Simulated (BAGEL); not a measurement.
# AlBNH4F (SMILES [NH2][AlH][BH]F) at HF/STO-3G (density fitting with qzvpp-jkfit)

Aim: the vertical electron affinity of AlBNH4F at HF/STO-3G (density fitting with qzvpp-jkfit), from 2 runs. 

The calculation is run with BAGEL 1.2.2.

4 further runs of the same task are left out: 4 set aside as unsound or not needed. Runs told in other sessions of the task aren't counted.

## (1) Starting point

AlBNH4F: 8 atoms, total charge 0, spin state singlet. SMILES: `[NH2][AlH][BH]F`. Geometry: relaxed at PBE0-D4/def2-TZVP. This is one conformer, not always the lowest.

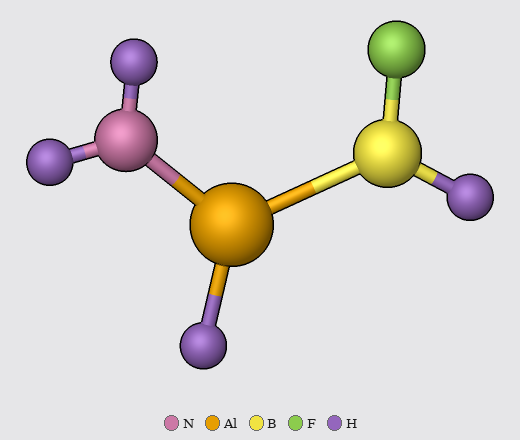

The structure, seen from a chosen angle (nitrogen pink, aluminium amber, boron yellow, fluorine green, hydrogen purple).

## (2) The energy at HF/STO-3G (density fitting with qzvpp-jkfit)

Contents of input.json:

```json
{ "bagel": [

{
  "title": "molecule",
  "basis": "sto-3g",
  "df_basis": "qzvpp-jkfit",
  "angstrom": "true",
  "geometry": [
    { "atom": "N", "xyz": [   -1.034900,    1.238000,    0.178100 ] },
    { "atom": "Al", "xyz": [    0.358400,    0.247200,    0.637000 ] },
    { "atom": "B", "xyz": [    0.824000,   -1.438600,   -0.645900 ] },
    { "atom": "F", "xyz": [    0.022100,   -1.693000,   -1.675500 ] },
    { "atom": "H", "xyz": [   -1.365500,    2.050100,    0.674400 ] },
    { "atom": "H", "xyz": [   -1.614500,    1.063500,   -0.627700 ] },
    { "atom": "H", "xyz": [    1.149400,    0.679500,    1.946200 ] },
    { "atom": "H", "xyz": [    1.753200,   -2.203800,   -0.542400 ] }
  ]
},
{
  "title": "hf"
},
{
  "title": "print",
  "file": "orbitals.molden",
  "orbitals": "true"
}

]}
```

Started as:

```
$ BAGEL_NUM_THREADS=1 BAGEL input.json > input.out
```

What it wrote:

```text
* using 1 threads per process

  ===============================================================
  ===============================================================

  *** Geometry ***

  { "atom" : "N", "xyz" : [     -1.955678,      2.339481,      0.336560 ] },
  { "atom" : "Al", "xyz" : [      0.677278,      0.467140,      1.203756 ] },
  { "atom" : "B", "xyz" : [      1.557134,     -2.718560,     -1.220574 ] },
  { "atom" : "F", "xyz" : [      0.041763,     -3.199306,     -3.166236 ] },
  { "atom" : "H", "xyz" : [     -2.580421,      3.874128,      1.274431 ] },
  { "atom" : "H", "xyz" : [     -3.050963,      2.009724,     -1.186181 ] },
  { "atom" : "H", "xyz" : [      2.172051,      1.284069,      3.677785 ] },
  { "atom" : "H", "xyz" : [      3.313068,     -4.164578,     -1.024987 ] },

  Number of auxiliary basis functions:      429

  Since a DF basis is specified, we compute 2- and 3-index integrals:
    o Being stored without compression. Storage requirement is 0.003 GB

  Number of basis functions:       28
  Number of electrons      :       38

    * METHOD: MOLECULE                             0.11

  *** RHF ***

  === Nuclear Repulsion ===
   128.7017804164

      * DIIS with orbital gradients will be used.

  === RHF iteration (sto-3g) ===
      0       -417.43574461          0.01951053           0.01
      1       -417.53291517          0.00635026           0.01
      2       -417.54278115          0.00119739           0.01
      3       -417.54345266          0.00008695           0.01
      4       -417.54345635          0.00002674           0.01
      5       -417.54345668          0.00000863           0.01
      6       -417.54345671          0.00000258           0.01
      7       -417.54345671          0.00000049           0.01
      8       -417.54345671          0.00000016           0.01
      9       -417.54345671          0.00000005           0.01
     10       -417.54345671          0.00000001           0.01
     11       -417.54345671          0.00000000           0.01
    * SCF iteration converged.

    * Permanent dipole moment:
           (    0.054696,    -0.143379,    -0.091156) a.u.

    * METHOD: HF                                   0.19

    * METHOD: PRINT                                0.00

  ===============================================================
```

Run time: 0.44 s. Hardware: 1 thread of Arm Neoverse V2, shared host.

## (3) The doublet anion at the same level

Contents of input.json:

```json
{ "bagel" : [

{
  "title" : "molecule",
  "basis" : "sto-3g",
  "df_basis" : "qzvpp-jkfit",
  "angstrom" : true,
  "geometry" : [
    { "atom" : "N", "xyz" : [      -1.034900,       1.238000,       0.178100 ] },
    { "atom" : "Al", "xyz" : [       0.358400,       0.247200,       0.637000 ] },
    { "atom" : "B", "xyz" : [       0.824000,      -1.438600,      -0.645900 ] },
    { "atom" : "F", "xyz" : [       0.022100,      -1.693000,      -1.675500 ] },
    { "atom" : "H", "xyz" : [      -1.365500,       2.050100,       0.674400 ] },
    { "atom" : "H", "xyz" : [      -1.614500,       1.063500,      -0.627700 ] },
    { "atom" : "H", "xyz" : [       1.149400,       0.679500,       1.946200 ] },
    { "atom" : "H", "xyz" : [       1.753200,      -2.203800,      -0.542400 ] }
  ]
},

{ "title" : "uhf", "charge" : -1, "nopen" : 1 },

{ "title" : "print", "file" : "orbitals.molden", "orbitals" : true }

]}
```

Started as:

```
$ BAGEL_NUM_THREADS=1 BAGEL input.json > input.out
```

What it wrote:

```text
* using 1 threads per process

  ===============================================================
  ===============================================================

  *** Geometry ***

  { "atom" : "N", "xyz" : [     -1.955678,      2.339481,      0.336560 ] },
  { "atom" : "Al", "xyz" : [      0.677278,      0.467140,      1.203756 ] },
  { "atom" : "B", "xyz" : [      1.557134,     -2.718560,     -1.220574 ] },
  { "atom" : "F", "xyz" : [      0.041763,     -3.199306,     -3.166236 ] },
  { "atom" : "H", "xyz" : [     -2.580421,      3.874128,      1.274431 ] },
  { "atom" : "H", "xyz" : [     -3.050963,      2.009724,     -1.186181 ] },
  { "atom" : "H", "xyz" : [      2.172051,      1.284069,      3.677785 ] },
  { "atom" : "H", "xyz" : [      3.313068,     -4.164578,     -1.024987 ] },

  Number of auxiliary basis functions:      429

  Since a DF basis is specified, we compute 2- and 3-index integrals:
    o Being stored without compression. Storage requirement is 0.003 GB

  Number of basis functions:       28
  Number of electrons      :       38

    * METHOD: MOLECULE                             0.11

  *** Open-shell HF ***

  === Nuclear Repulsion ===
   128.7017804164

      * DIIS with orbital gradients will be used.

  === UHF iteration (sto-3g) ===
      0       -417.22307318          0.03232438           0.02
      1       -417.30369418          0.00764367           0.02
      2       -417.30969948          0.00235765           0.02
      3       -417.31062757          0.00095475           0.02
      4       -417.31110107          0.00046690           0.02
      5       -417.31137256          0.00013872           0.02
      6       -417.31140321          0.00002260           0.02
      7       -417.31140462          0.00000978           0.02
      8       -417.31140534          0.00000217           0.02
      9       -417.31140554          0.00000094           0.02
     10       -417.31140561          0.00000044           0.02
     11       -417.31140563          0.00000020           0.02
     12       -417.31140563          0.00000007           0.02
     13       -417.31140563          0.00000002           0.02
     14       -417.31140563          0.00000001           0.02
    * SCF iteration converged.

    * S^2 (UHF) is 0.7655

    * Permanent dipole moment:
           (    1.095223,    -1.423356,    -0.355164) a.u.

    * METHOD: UHF                                  0.39

    * METHOD: PRINT                                0.00

  ===============================================================
```

Wall time 0.64 s (1 thread of Arm Neoverse V2, shared host).

## (4) What came out

Level: HF/STO-3G (density fitting with qzvpp-jkfit).

| quantity | value |
| --- | --- |
| singlet AlBNH4F: total energy | -417.54346 Eh |
| singlet AlBNH4F: dipole moment | 0.45 D |
| singlet AlBNH4F: HOMO energy | -7.28 eV |
| singlet AlBNH4F: LUMO energy | 7.24 eV |
| singlet AlBNH4F: HOMO–LUMO gap | 14.52 eV |
| doublet anion: total energy | -417.31141 Eh |
| doublet anion: ⟨S²⟩ | 0.765 |
| vertical electron affinity (to the doublet anion) | -6.314 eV |

**Reading.** The anion lies 6.31 eV (609 kJ/mol) above the neutral: the electron isn't bound at this level, and such a value depends on the basis. Without diffuse functions anions come out too high. Hartree–Fock misses the correlation that binds many anions. In a minimal basis such a difference can be off by several eV, whatever the method.
